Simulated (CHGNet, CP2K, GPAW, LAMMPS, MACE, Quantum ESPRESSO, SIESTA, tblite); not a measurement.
**Glassy 67P2O5-33MgO (mol %) (80 atoms) in tblite**

Wanted: tblite inputs and outputs for glassy 67P2O5-33MgO (mol %) (80 atoms), checked against a plane-wave reference.

Program: tblite 0.8.0. Level of theory: the method is named at each step. Results are calculated unless marked as measured.

### 1. Starting point

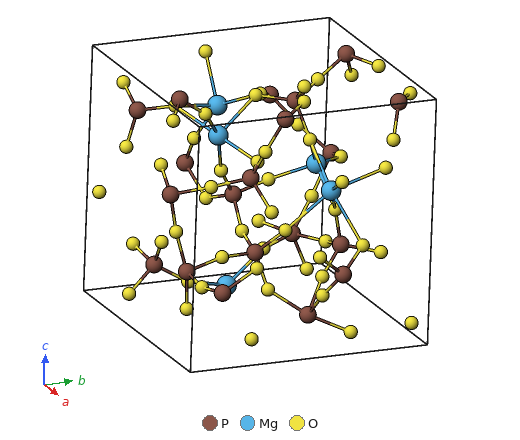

The cell as given, slightly off an axis (phosphorus brown, magnesium blue, oxygen yellow). Bonds to atoms that aren't drawn are left out. Some periodic images of atoms are drawn too.

The cell holds 80 atoms: 20 P, 5 Mg and 55 O. Its edges and angles: a = 9.726 Å, b = 9.726 Å, c = 9.726 Å, α = 90.0°, β = 90.0°, γ = 90.0°. 80 atoms (20 P, 5 Mg, 55 O) placed at random at 2.93 g/cm³, melted at 4000 K for 10 ps at fixed volume with the Morse and Coulomb pair potential with partial charges (Pedone, Malavasi, Menziani, Cormack and Segre, J. Phys. Chem. B 110, 11780 (2006)). Quenched from 4000 K to 300 K at 25 K/ps and fixed volume, held 5 ps.

The yardstick, on the same geometry:

* method: Kohn-Sham DFT, PBE, SSSP efficiency 1.3.0 pseudopotentials, plane waves (Quantum ESPRESSO 7.5); sssp-pbe-1.3.0-efficiency, cutoffs 60/480 Ry, Γ point
* r.m.s. force component: 1.606 eV/Å
* longest force: 6.354 eV/Å
* pressure: 4.002 GPa
* gap (highest filled to lowest empty level): 1.699 eV
* time: 2.2 min on 4 MPI ranks of Arm Neoverse V1, shared host
* CPU time: 8.9 min

### 2. GFN1-xTB

Method: GFN1-xTB tight binding, diagonalisation.

Contents of run.py:

```python
import numpy as np
from ase.io import read
from tblite.ase import TBLite

atoms = read("structure.xyz")
atoms.calc = TBLite(method="GFN1-xTB", electronic_temperature=580, accuracy=1.0, max_iterations=250, mixer_damping=0.4, verbosity=1)
energy = atoms.get_potential_energy()
forces = atoms.get_forces()
print(f"energy {energy:.6f} eV")
print("forces (eV/A)")
for i, (a, f) in enumerate(zip(atoms, forces)):
    print(f"{i:4d} {a.symbol:2s} {f[0]:10.5f} {f[1]:10.5f} {f[2]:10.5f}")
stress = -atoms.get_stress(voigt=False) * 160.21766
print("stress (GPa, compression positive)")
for row in stress:
    print(" ".join(f"{x:10.4f}" for x in row))
print("charges (e)")
print(np.array2string(atoms.get_charges(), precision=4, suppress_small=True, max_line_width=110, threshold=100000))
```

Contents of structure.xyz:

```xyz
80
Lattice="9.72560 0.00000 0.00000 0.00000 9.72560 0.00000 0.00000 0.00000 9.72560" Properties=species:S:1:pos:R:3 pbc="T T T"
P 6.04971 0.85926 9.50288
P 5.45538 7.98987 2.75196
P 2.33337 7.41499 2.21530
P 9.62689 1.25013 2.97341
P 0.22544 3.88314 4.70116
P 8.99618 3.87332 9.35690
P 1.62204 9.24020 4.95899
P 2.64741 1.63594 1.73057
P 7.04610 6.00352 0.71444
P 6.55739 1.17310 2.80564
P 8.48374 8.75819 9.33006
P 1.77142 1.12506 7.61369
P 0.17059 7.30645 7.00525
P 4.70174 6.24403 8.40058
P 7.62672 3.16899 6.64959
P 5.98027 4.22519 3.02933
P 3.29056 8.93345 9.47526
P 6.44807 0.43950 5.90655
P 3.30495 4.47893 4.41639
P 9.16550 6.40567 2.97350
Mg 2.50045 4.72353 0.51711
Mg 4.21313 7.43425 5.60477
Mg 2.04568 4.28189 7.54921
Mg 4.65603 3.15041 7.34789
Mg 7.04153 6.77291 5.54729
O 3.89928 7.52042 8.83036
O 3.08331 8.96107 5.33225
O 2.48684 9.56065 8.30051
O 8.03811 5.05614 9.59606
O 2.36254 8.06573 0.74323
O 6.20804 1.38989 1.18886
O 3.83626 3.69563 5.62597
O 6.31211 2.71801 3.12610
O 8.14305 1.08226 2.72540
O 1.56310 0.81617 6.12723
O 1.23398 6.41141 7.49445
O 3.19496 5.96140 4.80707
O 0.50320 0.26308 4.04770
O 5.60292 7.64238 4.22480
O 5.25455 6.65766 6.98668
O 0.38757 1.14665 8.25772
O 5.88078 6.05107 9.36624
O 4.90073 9.54062 9.46136
O 0.68857 4.34637 9.21822
O 8.23369 6.02073 1.87821
O 1.90486 8.37053 3.44646
O 5.79665 2.05667 8.70869
O 0.79769 8.22883 5.92308
O 9.63340 2.62581 3.79862
O 2.61765 2.28085 7.94115
O 4.47261 4.35298 3.37303
O 0.75004 6.75881 2.25498
O 3.54274 1.49434 2.94170
O 9.60413 5.22751 3.93002
O 9.28522 9.24156 0.77387
O 5.17878 0.58966 6.64472
[... 20 atom lines left out ...]
O 6.06206 9.37246 2.49549
O 9.32841 8.19946 8.16581
O 6.43096 0.73127 4.39257
O 2.88802 6.00196 1.95553
```

On the command line:

```bash
$ OMP_NUM_THREADS=1 python run.py > output.txt
```

The program printed:

```text
------------------------------------------------------------
  cycle        total energy    energy error   density error
------------------------------------------------------------
      1     -295.8018738313  -2.9697877E+02   1.0664023E+00
      2     -285.1756690445   1.0626205E+01   1.0294301E+00
      3     -299.6490536594  -1.4473385E+01   6.2300954E-01
      4     -318.3251626304  -1.8676109E+01   9.2343433E-02
      5     -317.0476128612   1.2775498E+00   1.3584356E-01
      6     -318.7587869339  -1.7111741E+00   3.4352941E-02
      7     -318.7265289496   3.2257984E-02   3.3165319E-02
      8     -318.8042957406  -7.7766791E-02   1.4581848E-02
      9     -318.8132125614  -8.9168209E-03   6.0806344E-03
     10     -318.8153111802  -2.0986188E-03   2.8056617E-03
     11     -318.8158818580  -5.7067782E-04   7.3469064E-04
     12     -318.8158935731  -1.1715075E-05   4.9317132E-04
     13     -318.8159170489  -2.3475849E-05   1.1834273E-04
     14     -318.8159172569  -2.0792396E-07   9.4655325E-05
     15     -318.8159178428  -5.8589302E-07   4.4344368E-05
     16     -318.8159179181  -7.5340779E-08   2.3359710E-05
     17     -318.8159179628  -4.4711953E-08   7.8611343E-06
------------------------------------------------------------
 total:                                   4.172 sec
energy -8675.423014 eV
forces (eV/A)
   0 P    -1.06452    0.36212   -1.51431
   1 P    -1.07778   -1.87782    1.71111
   2 P     0.48180   -1.25644    1.14922
   3 P     3.09980    1.37269    1.20529
   4 P     2.64536    0.71338    0.85991
   5 P     1.25548   -3.60517    2.79482
   6 P     3.06072   -1.19311    1.28434
   7 P     6.33356    1.41347    3.46796
   8 P     1.55188    1.73147    1.56409
   9 P    -1.76741   -1.48898    0.77108
  10 P     2.84740   -0.67047    5.28045
  11 P    -6.02912    0.20701    2.29286
  12 P    -1.42799   -3.68828   -1.14431
  13 P     0.43604    1.06589   -3.56536
  14 P    -0.80010    0.91837    0.37978
  15 P     0.95899    3.38810    2.68788
  16 P    -0.13071    1.63240    1.03354
  17 P    -1.19561   -1.83261    2.62351
  18 P    -1.76389    1.24857    2.92170
  19 P    -0.17855    3.15724    2.11756
  20 Mg   -0.02046   -0.37134    0.86413
  21 Mg   -0.54604    0.18932   -0.77334
  22 Mg   -0.79914    0.05570   -0.24772
  23 Mg    0.09034   -0.65041   -0.43117
[...]
72 O     0.43055    0.35907    1.36557
  73 O    -1.08679    1.37854   -1.93648
  74 O     0.35625   -1.81893   -2.14385
  75 O     0.20538    0.51402   -0.26177
  76 O     0.50548    0.05709   -0.72775
  77 O    -0.20241    1.42496   -0.28001
  78 O    -0.33524    1.17645   -1.96606
  79 O     0.21444   -0.38240   -0.25727
stress (GPa, compression positive)
    7.7003    -0.1738     0.3496
   -0.1738     6.8965     0.8639
    0.3496     0.8639     6.6232
charges (e)
[ 0.5665  0.5623  0.5823  0.5803  0.5819  0.5583  0.586   0.5551  0.5875  0.5842  0.5634  0.5556  0.5581
  0.5548  0.5578  0.5604  0.5818  0.5487  0.5687  0.5562  0.8375  0.8823  0.8532  0.8618  0.8554 -0.227
 -0.3814 -0.182  -0.2152 -0.2012 -0.1887 -0.4416 -0.1532 -0.0954 -0.2405 -0.3938 -0.4394 -0.1546 -0.4125
 -0.4223 -0.3993 -0.1807 -0.2118 -0.4112 -0.2124 -0.2598 -0.3359 -0.1916 -0.1872 -0.4002 -0.1769 -0.2381
 -0.4151 -0.179  -0.3601 -0.3966 -0.4    -0.1878 -0.2562 -0.3002 -0.2779 -0.4169 -0.3834 -0.1183 -0.3837
 -0.2094 -0.2366 -0.3863 -0.3981 -0.3934 -0.2179 -0.3872 -0.3721 -0.1481 -0.2452 -0.2395 -0.186  -0.156
 -0.2229 -0.4121]
```

It took 5 s on 1 thread of Arm Neoverse V1, shared host; peak memory 0.12 GiB.

Banners, paths, timers and routine set-up lines are dropped from the logs unmarked, and long logs keep their key lines alone; longer cuts are marked.

Against the reference:

```
r.m.s. force component                  : 1.458 eV/Å
r.m.s. difference of force components   : 586.9 meV/Å
longest difference of force vectors     : 3583 meV/Å
force difference over r.m.s. force      : 36.54 %
slope of forces against the reference's : 0.845
correlation of force components         : 0.9312
pressure                                : 7.073 GPa
pressure difference                     : 3.071 GPa
```

Length of the force difference by element (eV/Å):

| element | atoms | mean | most |
| --- | --- | --- | --- |
| Mg | 5 | 1.1 | 1.7 |
| O | 55 | 0.63 | 1.7 |
| P | 20 | 1.3 | 3.6 |

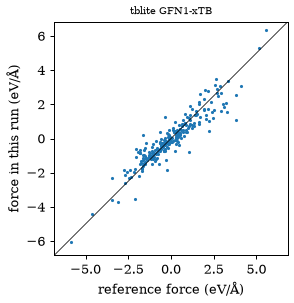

Force components against those of the reference; the line marks equality.

The surroundings of P3, picked at random, nearest first, numbered as they follow in the input and with coordinates relative to it.

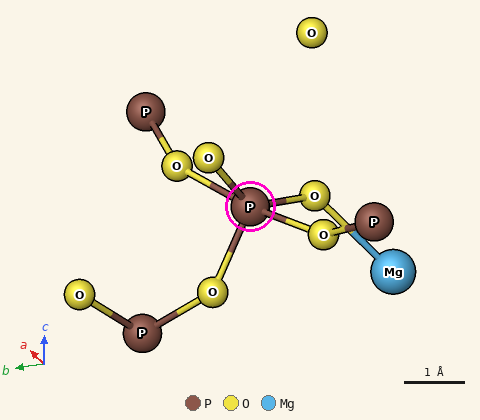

The atoms of the table, within 3.2 Å (arrows a, b, c point along x, y, z); some may hide others; the central atom is ringed.

| atom | x | y | z | distance (Å) | Mulliken charge (e) | Fx | Fy | Fz (eV/Å) |
| --- | --- | --- | --- | --- | --- | --- | --- | --- |
| P3 | 0.00 | 0.00 | 0.00 | 0.00 | 0.58 | 0.48 | -1.26 | 1.15 |
| O80 | 0.55 | -1.41 | -0.26 | 1.54 | -0.41 | 0.21 | -0.38 | -0.26 |
| O30 | 0.03 | 0.65 | -1.47 | 1.61 | -0.20 | -1.74 | -0.27 | -1.16 |
| O46 | -0.43 | 0.96 | 1.23 | 1.62 | -0.26 | 0.23 | -1.46 | -1.43 |
| O52 | -1.58 | -0.66 | 0.04 | 1.71 | -0.24 | -0.71 | 0.41 | -1.00 |
| O59 | 1.65 | 0.63 | 0.16 | 1.78 | -0.26 | 0.64 | 0.87 | 0.50 |
| P17 | 0.96 | 1.52 | -2.47 | 3.05 | 0.58 | -0.13 | 1.63 | 1.03 |
| O37 | 0.86 | -1.45 | 2.59 | 3.09 | -0.44 | 0.40 | -0.13 | 0.00 |
| P20 | -2.89 | -1.01 | 0.76 | 3.16 | 0.56 | -0.18 | 3.16 | 2.12 |
| Mg21 | 0.17 | -2.69 | -1.70 | 3.19 | 0.84 | -0.02 | -0.37 | 0.86 |
| O75 | 0.63 | 2.81 | -1.41 | 3.21 | -0.25 | 0.36 | -1.82 | -2.14 |
| P2 | 3.12 | 0.57 | 0.54 | 3.22 | 0.56 | -1.08 | -1.88 | 1.71 |

Atoms are counted from 1 here, from 0 in the log.

Forces lie 37 % from the reference's, at 0.0091 times its CPU time (on 1 against 4 cores).

### 3. Results

```
force difference from the reference : tblite GFN1-xTB, 37 %
its CPU time                        : 4.9 s
```

**Reading.** Tight binding differs by 37 % (tblite GFN1-xTB); it is another model, with fitted parameters of its own, and the xTB methods hold dispersion. One electronic-structure run takes under half the reference's CPU time: tblite GFN1-xTB, at 37 % in 4.9 s against 8.9 min; its pressure misses by +3.1 GPa. Periodic xTB results under one method name differ between programs and library versions. The reference's pressure holds the uncorrected Pulay stress of its 60 Ry basis, so small pressure differences, and their order, may be the reference's own error. In our tests on small cells the SSSP efficiency potentials stood apart from two norm-conserving sets, for C–F bonds most and for P–O bonds less, so differences between them and other runs here needn't be the other run's error. The quench rate of 25 K/ps is many orders above laboratory rates, so the cell is likely richer in defects and strain than a real sample. The network of bonds at the start is that of the classical potential that made the cell, and needn't be the one that DFT or experiment would give. The electronic-structure runs sample only Γ, in a cell whose shortest periodic width is 10 Å.

[Also dropped from logs without a mark: logging warnings of Python, and SIESTA's first energy breakdown and zero terms.]

[Logs are printed without paths, hosts, clocks, repeated set-up lines and the standing remarks that a program may print on its own settings, such as how far it seeks lower states.]

[Hosts, paths, dates, database ids (printed as entryN), source tags and the programs' standing remarks are cut or masked in the printed files.]
